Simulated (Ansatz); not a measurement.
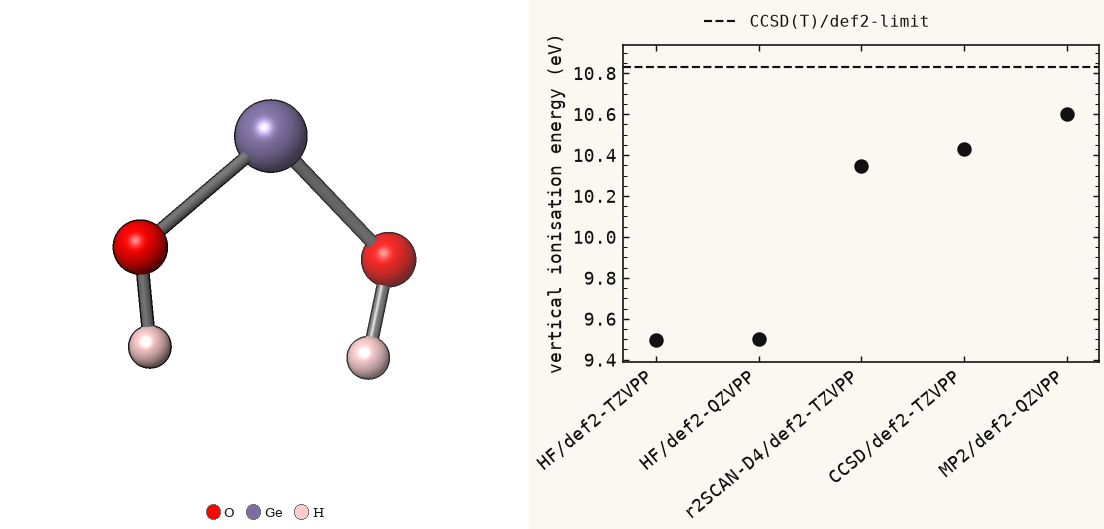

Vertical ionisation energy of GeH₂O₂, SMILES [OH][Ge][OH], singlet, taken as the energy of the cation less that of the neutral at fixed geometry (unrestricted doublet cation, cores frozen in correlated methods, no spin-orbit coupling), the Ansatz code 0.2.0, at a PBE0-D4/def2-TZVP geometry (a minimum by its frequencies). Limit means an estimate of the basis limit from triple and quadruple zeta; for coupled cluster it is either extrapolated directly or built as the MP2 limit plus the step from MP2 in triple zeta. The distance of CCSD/def2-TZVPP and MP2/def2-QZVPP to the limit includes basis error.

Q: What range do the values span, the line included?

A: From 9.50 eV (HF/def2-TZVPP) to 10.83 eV (CCSD(T)/def2-limit).

Q: Which level comes closest to the line (CCSD(T)/def2-limit), and which misses most?

A: Closest MP2/def2-QZVPP (10.60 eV), against 10.83 eV; farthest HF/def2-TZVPP (9.50 eV).

Caveats, for all or some of the runs: no scalar relativity up to krypton; outer-core shells are correlated without core-valence functions, which makes the correlated values less sure.
